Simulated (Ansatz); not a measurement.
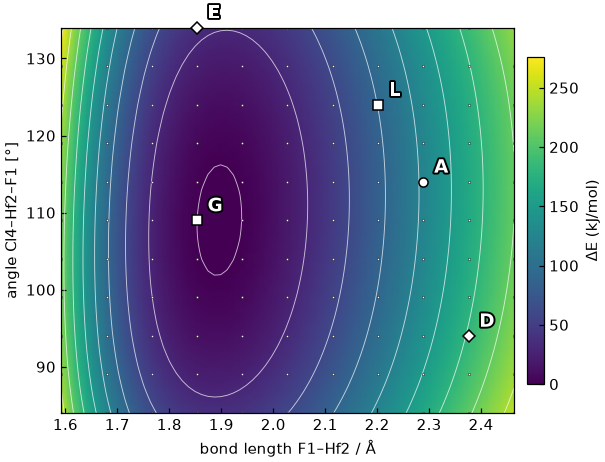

BrCl₂FHf, SMILES [F][Hf]([Cl])([Cl])[Br]. Coordinates scanned: (1) bond length F1–Hf2; (2) angle Cl4–Hf2–F1. Nothing is relaxed (all other coordinates rigid). The grid has 11 × 11 points. Energies: kJ/mol, counted from the lowest grid point. The calculation used Ansatz, RHF-MP2, frozen core/def2-SVP.

Drawn: a smooth colour map with a few white contour lines, dots at the grid points, lettered points. Between grid points the surface is interpolated.

### Is A the lowest point of the computed grid?

No. A lies 124 kJ/mol above the lowest grid point, which is at bond length F1–Hf2 = 1.853 Å, angle Cl4–Hf2–F1 = 109°.

### Rank the lettered points by energy, lowest first.

G (0 kJ/mol), E (36 kJ/mol), L (91 kJ/mol), A (124 kJ/mol), D (183 kJ/mol).

### What kind of point is each of A, D, G, L: minimum, saddle, maximum or slope?

A: on a slope; D: on a slope; G: minimum; L: on a slope. (In these two coordinates alone; a stationary point may lie a little off the grid point.)
